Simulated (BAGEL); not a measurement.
**GaHF (SMILES [F][GaH]) at NEVPT2(11,9)/6-31G(d) (density fitting with cc-pvqz-jkfit, spherical functions)**

Aim: the vertical doublet–quartet gap of GaHF at NEVPT2(11,9)/6-31G* (density fitting with cc-pvqz-jkfit, spherical functions), from 2 runs. 

Program for the calculation: BAGEL 1.2.2.

2 further runs of the same task are left out: 2 set aside as unsound or not needed. Runs told in other sessions of the task aren't counted.

## (1) The molecule

The species is GaHF (3 atoms), meant as a doublet with charge 0. As SMILES, `[F][GaH]`. Geometry: relaxed at PBE0-D4/def2-TZVP.

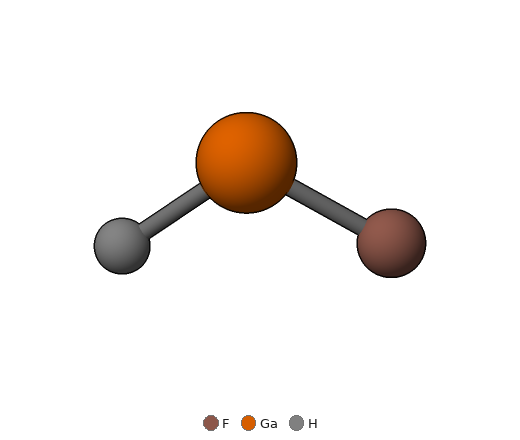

The structure, seen from a chosen angle (fluorine brown, gallium orange, hydrogen grey).

## (2) A single-point energy at NEVPT2(11,9)/6-31G(d) (density fitting with cc-pvqz-jkfit, spherical functions)

File job.json:

```json
{ "bagel" : [

{
  "title" : "molecule",
  "basis" : "6-31gs.json",
  "df_basis" : "cc-pvqz-jkfit",
  "angstrom" : true,
  "geometry" : [
    { "atom" : "F", "xyz" : [      -1.252000,       0.451400,      -0.644800 ] },
    { "atom" : "Ga", "xyz" : [       0.292400,       0.469800,       0.214100 ] },
    { "atom" : "H", "xyz" : [       0.948600,      -0.985900,       0.417400 ] }
  ]
},

{ "title" : "hf", "charge" : 1 },

{ "title" : "casscf", "nstate" : 1, "nact" : 9, "nclosed" : 15, "nspin" : 1, "maxiter" : 200, "natocc" : true },

{ "title" : "nevpt2", "nstate" : 1, "nact" : 9, "nclosed" : 15, "nspin" : 1, "maxiter" : 200, "natocc" : true, "ncore" : 10 },

{ "title" : "print", "file" : "orbitals.molden", "orbitals" : true }

]}
```

The basis set 6-31G* is read from a file made from the Basis Set Exchange's data (not shown).

The run is started by

```bash
$ BAGEL_NUM_THREADS=1 BAGEL job.json > job.out
```

What it wrote:

```text
* using 1 threads per process

  ===============================================================
  ===============================================================

  *** Geometry ***

  { "atom" : "F", "xyz" : [     -2.365937,      0.853022,     -1.218495 ] },
  { "atom" : "Ga", "xyz" : [      0.552556,      0.887793,      0.404590 ] },
  { "atom" : "H", "xyz" : [      1.792594,     -1.863081,      0.788772 ] },

  Number of auxiliary basis functions:      375

  Since a DF basis is specified, we compute 2- and 3-index integrals:
    o Being stored without compression. Storage requirement is 0.007 GB

  Number of basis functions:       48
  Number of electrons      :       41

    * METHOD: MOLECULE                             0.12

  *** RHF ***

  === Nuclear Repulsion ===
    95.4131372321

      * DIIS with orbital gradients will be used.

  === RHF iteration (6-31gs.json) ===
      0      -2022.48701913          0.03004921           0.02
      1      -2022.55306719          0.02690735           0.02
      2      -2022.66463858          0.00166702           0.02
      3      -2022.66572665          0.00044638           0.02
      4      -2022.66580162          0.00020098           0.02
      5      -2022.66581365          0.00006939           0.02
      6      -2022.66581657          0.00001955           0.02
      7      -2022.66581683          0.00000260           0.02
      8      -2022.66581684          0.00000038           0.02
      9      -2022.66581684          0.00000009           0.02
     10      -2022.66581684          0.00000005           0.02
     11      -2022.66581684          0.00000001           0.02
     12      -2022.66581684          0.00000001           0.02
    * SCF iteration converged.

    * Permanent dipole moment:
           (   -1.746472,    -0.513532,    -1.025699) a.u.

    * METHOD: HF                                   0.38

  ---------------------------
      CASSCF calculation
  ---------------------------

    * nstate   :      1
    * nclosed  :     15
    * nact     :      9
    * nvirt    :     24
  === CASSCF iteration (6-31gs.json) ===

    * Using the second-order algorithm

      0  0     -2022.98498586     9.80e-03      0.18

      1  0     -2023.01330943     5.15e-03      0.22

      2  0     -2023.04628813     3.20e-03      0.23

      3  0     -2023.07573076     1.59e-03      0.23

      4  0     -2023.08290013     7.16e-04      0.24

      5  0     -2023.08417642     5.10e-04      0.23

      6  0     -2023.08490370     2.20e-04      0.24

      7  0     -2023.08494856     1.13e-04      0.25

      8  0     -2023.08495660     6.03e-05      0.25

      9  0     -2023.08496115     4.19e-05      0.25

     10  0     -2023.08496419     3.31e-05      0.26

     11  0     -2023.08496625     2.70e-05      0.25

     12  0     -2023.08496766     2.23e-05      0.25

     13  0     -2023.08496862     1.84e-05      0.25

     14  0     -2023.08496927     1.52e-05      0.25

     15  0     -2023.08496972     1.25e-05      0.25

     16  0     -2023.08497003     1.04e-05      0.25

     17  0     -2023.08497023     8.56e-06      0.25

     18  0     -2023.08497038     7.08e-06      0.25

     19  0     -2023.08497047     5.85e-06      0.25

     20  0     -2023.08497054     4.84e-06      0.26

     21  0     -2023.08497059     4.00e-06      0.26

     22  0     -2023.08497062     3.31e-06      0.26

     23  0     -2023.08497064     2.73e-06      0.27

     24  0     -2023.08497065     2.26e-06      0.27

     25  0     -2023.08497066     1.87e-06      0.28

     26  0     -2023.08497067     1.55e-06      0.28

     27  0     -2023.08497067     1.28e-06      0.28

     28  0     -2023.08497068     1.06e-06      0.27

     29  0     -2023.08497068     8.74e-07      0.31

     30  0     -2023.08497068     7.22e-07      0.28

     31  0     -2023.08497068     5.97e-07      0.29

     32  0     -2023.08497068     4.94e-07      0.28

     33  0     -2023.08497068     4.09e-07      0.28

     34  0     -2023.08497068     3.38e-07      0.27

     35  0     -2023.08497068     2.79e-07      0.27

     36  0     -2023.08497068     2.31e-07      0.27

     37  0     -2023.08497068     1.91e-07      0.28

     38  0     -2023.08497068     1.58e-07      0.28

     39  0     -2023.08497068     1.31e-07      0.27

     40  0     -2023.08497068     1.08e-07      0.27

     41  0     -2023.08497068     8.94e-08      0.25

     42  0     -2023.08497068     7.39e-08      0.25

     43  0     -2023.08497068     6.11e-08      0.25

     44  0     -2023.08497068     5.05e-08      0.24

     45  0     -2023.08497068     4.18e-08      0.25

     46  0     -2023.08497068     3.46e-08      0.24

     47  0     -2023.08497068     2.87e-08      0.24

     48  0     -2023.08497068     2.37e-08      0.24

     49  0     -2023.08497068     1.96e-08      0.23

     50  0     -2023.08497068     1.62e-08      0.23

     51  0     -2023.08497068     1.34e-08      0.23

     52  0     -2023.08497068     1.10e-08      0.23

     53  0     -2023.08497068     9.13e-09      0.24

    * Second-order optimization converged. *

     guess   0:   closed 11111....            open .....1...

  === FCI iteration ===

      0  0     -2022.98300749     5.79e-03      0.01
      1  0     -2023.07895158     1.67e-03      0.01
      2  0     -2023.08441392     4.80e-04      0.01
      3  0     -2023.08492411     1.34e-04      0.01
      4  0     -2023.08496441     4.39e-05      0.01
      5  0     -2023.08496955     1.55e-05      0.01
      6  0     -2023.08497050     6.77e-06      0.01
      7  0     -2023.08497066     3.13e-06      0.01
      8  0     -2023.08497068     8.88e-07      0.01
      9  0     -2023.08497068     2.63e-07      0.01
     10  0     -2023.08497068     1.10e-07      0.01
     11  0     -2023.08497068     5.11e-08      0.01
     12  0     -2023.08497068     2.18e-08      0.01
     13  0     -2023.08497068     6.76e-09      0.01
     14  0     -2023.08497068     2.05e-09      0.01
     15  0     -2023.08497068     5.63e-10      0.01
     16  0     -2023.08497068     1.93e-10      0.01
     17  0 *   -2023.08497068     5.57e-11      0.01

     * ci vector, state   0, <S^2> = 0.7500
       22222a...     0.9848668237
       2222.a2..     0.0625849788
       222.2a.2.     0.0576419029

    * METHOD: CASSCF                              13.89

    * freezing 10 orbitals

  === DF-NEVPT2 calculation ===

    * 3-index integral transformation done
    * assembly done

      NEVPT2 correlation energy:   -0.2763211649      0.07

          (+0)     -0.1641349140
          (+0)'    -0.0022744161
          (+1)     -0.0041448335
          (+1)'    -0.0001506668
          (+2)     -0.0000658525
          (-1)     -0.0100665825
          (-1)'    -0.0373810100
          (-2)     -0.0581028895

      NEVPT2 total energy:       -2023.3612918487

    * METHOD: NEVPT2                              29.37

    * METHOD: PRINT                                0.01

  ===============================================================
```

Run time: 44 s. Hardware: 1 thread of Arm Neoverse V1, shared host; peak memory 1.4 GiB.

## (3) The quartet

File calc.json:

```json
{ "bagel": [

{
  "title": "molecule",
  "basis": "6-31gs.json",
  "df_basis": "cc-pvqz-jkfit",
  "angstrom": true,
  "geometry": [
    { "atom": "F", "xyz": [      -1.252000,       0.451400,      -0.644800 ] },
    { "atom": "Ga", "xyz": [       0.292400,       0.469800,       0.214100 ] },
    { "atom": "H", "xyz": [       0.948600,      -0.985900,       0.417400 ] }
  ]
},

{ "title": "hf", "charge": 1 },

{ "title": "casscf", "nstate": 1, "nact": 9, "nclosed": 15, "nspin": 3, "maxiter": 200, "natocc": true },

{ "title": "nevpt2", "nstate": 1, "nact": 9, "nclosed": 15, "nspin": 3, "maxiter": 200, "natocc": true, "ncore": 10 },

{ "title": "print", "file": "orbitals.molden", "orbitals": true }

]}
```

The basis set 6-31G* is read from a file made from the Basis Set Exchange's data (not shown).

The run is started by

```bash
$ BAGEL_NUM_THREADS=1 BAGEL calc.json > calc.out
```

What it wrote:

```text
* using 1 threads per process

  ===============================================================
  ===============================================================

  *** Geometry ***

  { "atom" : "F", "xyz" : [     -2.365937,      0.853022,     -1.218495 ] },
  { "atom" : "Ga", "xyz" : [      0.552556,      0.887793,      0.404590 ] },
  { "atom" : "H", "xyz" : [      1.792594,     -1.863081,      0.788772 ] },

  Number of auxiliary basis functions:      375

  Since a DF basis is specified, we compute 2- and 3-index integrals:
    o Being stored without compression. Storage requirement is 0.007 GB

  Number of basis functions:       48
  Number of electrons      :       41

    * METHOD: MOLECULE                             0.12

  *** RHF ***

  === Nuclear Repulsion ===
    95.4131372321

      * DIIS with orbital gradients will be used.

  === RHF iteration (6-31gs.json) ===
      0      -2022.48701913          0.03004921           0.02
      1      -2022.55306719          0.02690735           0.02
      2      -2022.66463858          0.00166702           0.02
      3      -2022.66572665          0.00044638           0.02
      4      -2022.66580162          0.00020098           0.02
      5      -2022.66581365          0.00006939           0.02
      6      -2022.66581657          0.00001955           0.02
      7      -2022.66581683          0.00000260           0.02
      8      -2022.66581684          0.00000038           0.02
      9      -2022.66581684          0.00000009           0.02
     10      -2022.66581684          0.00000005           0.02
     11      -2022.66581684          0.00000001           0.02
     12      -2022.66581684          0.00000001           0.02
    * SCF iteration converged.

    * Permanent dipole moment:
           (   -1.746472,    -0.513532,    -1.025699) a.u.

    * METHOD: HF                                   0.37

  ---------------------------
      CASSCF calculation
  ---------------------------

    * nstate   :      1
    * nclosed  :     15
    * nact     :      9
    * nvirt    :     24
  === CASSCF iteration (6-31gs.json) ===

    * Using the second-order algorithm

      0  0     -2022.75175136     1.46e-02      0.06

      1  0     -2022.79205441     1.72e-03      0.18

      2  0     -2022.81542853     2.05e-03      0.16

      3  0     -2022.84104536     1.50e-03      0.16

      4  0     -2022.84555337     3.37e-04      0.19

      5  0     -2022.84659582     4.76e-04      0.18

      6  0     -2022.84690412     1.90e-04      0.17

      7  0     -2022.84691893     7.04e-05      0.18

      8  0     -2022.84692400     4.10e-05      0.19

      9  0     -2022.84692658     2.78e-05      0.19

     10  0     -2022.84692793     1.97e-05      0.19

     11  0     -2022.84692864     1.42e-05      0.19

     12  0     -2022.84692901     1.03e-05      0.18

     13  0     -2022.84692921     7.46e-06      0.19

     14  0     -2022.84692932     5.44e-06      0.19

     15  0     -2022.84692938     3.96e-06      0.19

     16  0     -2022.84692941     2.89e-06      0.18

     17  0     -2022.84692942     2.11e-06      0.20

     18  0     -2022.84692943     1.54e-06      0.19

     19  0     -2022.84692944     1.12e-06      0.19

     20  0     -2022.84692944     8.20e-07      0.19

     21  0     -2022.84692944     5.99e-07      0.19

     22  0     -2022.84692944     4.37e-07      0.20

     23  0     -2022.84692944     3.19e-07      0.19

     24  0     -2022.84692944     2.33e-07      0.20

     25  0     -2022.84692944     1.70e-07      0.19

     26  0     -2022.84692944     1.24e-07      0.18

     27  0     -2022.84692944     9.08e-08      0.18

     28  0     -2022.84692944     6.64e-08      0.17

     29  0     -2022.84692944     4.85e-08      0.17

     30  0     -2022.84692944     3.54e-08      0.16

     31  0     -2022.84692944     2.58e-08      0.16

     32  0     -2022.84692944     1.89e-08      0.17

     33  0     -2022.84692944     1.38e-08      0.16

     34  0     -2022.84692944     1.01e-08      0.16

     35  0     -2022.84692944     7.35e-09      0.15

    * Second-order optimization converged. *

     guess   0:   closed 1111.....            open ....111..

  === FCI iteration ===

      0  0     -2022.78450734     6.10e-03      0.00
      1  0     -2022.84294369     1.66e-03      0.00
      2  0     -2022.84644193     5.35e-04      0.00
      3  0     -2022.84686995     1.54e-04      0.00
      4  0     -2022.84691468     6.98e-05      0.00
      5  0     -2022.84692707     3.52e-05      0.00
      6  0     -2022.84692891     1.46e-05      0.00
      7  0     -2022.84692936     5.92e-06      0.00
      8  0     -2022.84692943     2.66e-06      0.00
      9  0     -2022.84692944     1.11e-06      0.00
     10  0     -2022.84692944     3.50e-07      0.00
     11  0     -2022.84692944     1.13e-07      0.00
     12  0     -2022.84692944     4.72e-08      0.00
     13  0     -2022.84692944     2.32e-08      0.00
     14  0     -2022.84692944     9.89e-09      0.00
     15  0     -2022.84692944     3.22e-09      0.00
     16  0     -2022.84692944     1.03e-09      0.00
     17  0     -2022.84692944     3.21e-10      0.00
     18  0     -2022.84692944     1.25e-10      0.00
     19  0 *   -2022.84692944     3.96e-11      0.00

     * ci vector, state   0, <S^2> = 3.7500
       2222aaa..    -0.9875035204
       222.aaa2.    -0.0711176834
       22.2aaa.2    -0.0576160796

    * METHOD: CASSCF                               6.47

    * freezing 10 orbitals

  === DF-NEVPT2 calculation ===

    * 3-index integral transformation done
    * assembly done

      NEVPT2 correlation energy:   -0.3080272170      0.07

          (+0)     -0.1666871865
          (+0)'    -0.0032408625
          (+1)     -0.0048664193
          (+1)'    -0.0002306312
          (+2)     -0.0000984679
          (-1)     -0.0055399786
          (-1)'    -0.0581186762
          (-2)     -0.0692449948

      NEVPT2 total energy:       -2023.1549566579

    * METHOD: NEVPT2                              24.79

    * METHOD: PRINT                                0.01

  ===============================================================
```

It took 32 s on 1 thread of Arm Neoverse V1, shared host; peak memory 1.2 GiB.

## (4) Results

At NEVPT2(11,9)/6-31G* (density fitting with cc-pvqz-jkfit, spherical functions), 10 core orbitals frozen:

| quantity | value |
| --- | --- |
| doublet: total energy | -2023.36129 Eh |
| quartet: total energy | -2023.15496 Eh |
| vertical energy of the quartet above the doublet | 5.615 eV |

**Reading.** At this shape the quartet lies 5.61 eV (542 kJ/mol) above the doublet.
